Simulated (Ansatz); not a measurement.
The figure comes from a scan of Tl (hcp, Mg type): one Tl atom of a 4-atom cell moves by s along Cartesian z, with its periodic images. Level of theory: r2SCAN (plane waves to 500 eV, PAW, scalar-relativistic; Ansatz, a program for electronic structure). k mesh 6×12×7 (Γ-centred), Fermi-Dirac smearing 0.05 eV. E stands for the smeared free energy. With partly filled bands, energies and forces of such displacements shift with the k mesh and the smearing. Spin-orbit coupling is left out, though Tl is heavy. The PAW data are Ansatz's earlier set. Tl was relaxed with its symmetry unable to fall. ΔE is measured from the undisplaced structure.

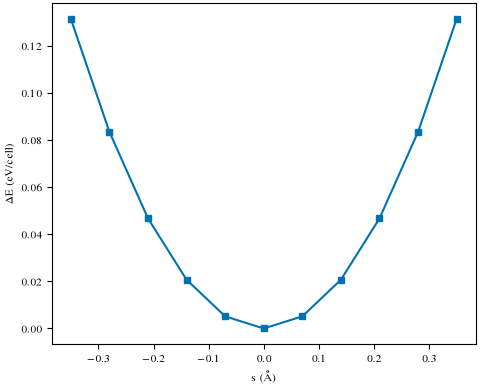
Fig. 1. ΔE (eV/cell) against s (Å); one marker a computed point.

Q: List the plotted points as numbers.

A: To the nearest 0.002:

```tsv
s (Å)	ΔE (eV/cell)
-0.350	0.132
-0.280	0.084
-0.210	0.046
-0.140	0.020
-0.070	0.006
0.000	0.000
0.070	0.006
0.140	0.020
0.210	0.046
0.280	0.084
0.350	0.132
```

(For displaced atoms, the force is minus the slope of the energy, and its curvature is a force constant, which sets phonon frequencies.)
